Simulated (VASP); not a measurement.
Band structure of Al (space group Fm-3m). Method: PBE GGA, VASP's PBE PAW potentials (set 64) (plane waves; VASP).

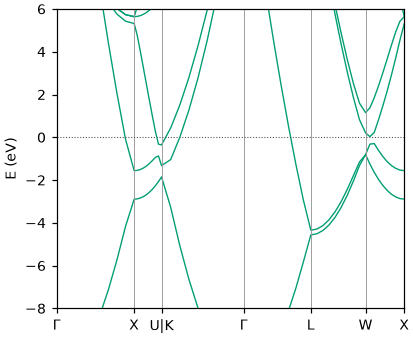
*Bands along high-symmetry lines, zero at the valence-band maximum or, without a gap, the Fermi level*

Task: Read the plot: is there a gap, and where are the band edges?

Result: It has no gap at this level: it comes out as a metal or semimetal.

The structure comes from a computed database's Al entry; how it stands against other phases isn't given here. The cell was not relaxed at this level.
